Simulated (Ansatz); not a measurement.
BCl2H3O4Si (SMILES OB(O)O[Si](O)(Cl)Cl)

```tsv
atom	x (Å)	y (Å)	z (Å)
B	0.6490	-0.1846	-0.5184
Cl	-0.2774	2.0590	2.8079
Cl	2.1226	3.3828	0.9599
O	1.5188	-1.0961	0.0252
O	-0.0275	-0.4957	-1.6502
O	0.4882	1.0227	0.1035
O	2.2715	0.5753	2.0900
Si	1.2010	1.6351	1.4670
H	1.5669	-1.9135	-0.4810
H	-0.6037	0.2217	-1.9336
H	2.3019	-0.2561	1.5861
```

Geometry: PBE0-D4/def2-SVP.

The calculation used isolated molecule in a Gaussian basis; Kohn-Sham density functional theory, functional PBE0 (Ansatz 0.2.0).

> What will maps of the electron density and electron localisation function show?

B–O (1.35 Å): ρ is about 2.2 e/Å³ halfway; the ELF peaks at about 0.90 between the atoms, as expected for a short, strongly polar bond.
Si–O (1.63 Å): ρ at the midpoint is about 1.2 e/Å³; the ELF peaks at about 0.85 between the atoms, as expected for a polar covalent bond.
O–H (0.96 Å): ρ at the midpoint is about 3.7 e/Å³; the ELF climbs to about 1 towards the hydrogen, as it does in any bond to H: an ordinary covalent bond to hydrogen.

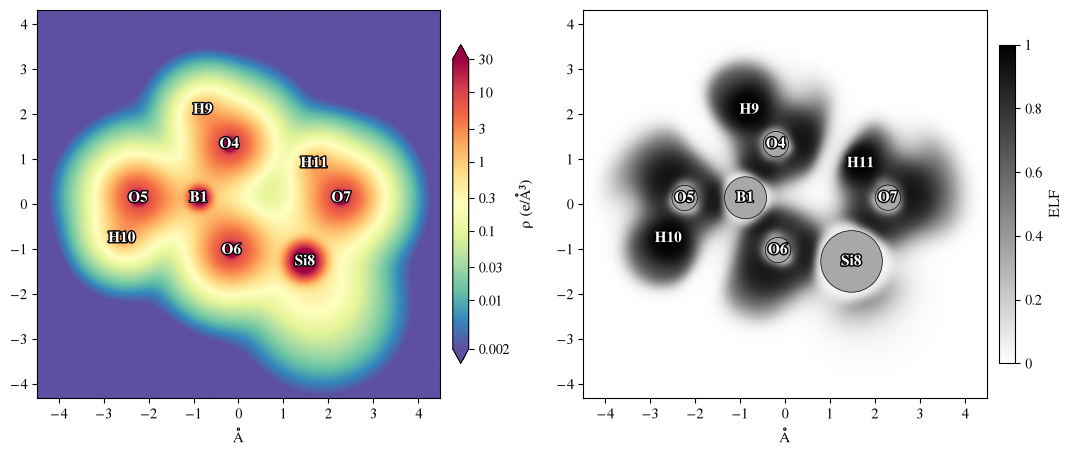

Computed electron density and electron localisation function on the plane of atoms O4, B1 and O5, in this order. Grey discs cover the atomic cores in the ELF map. 
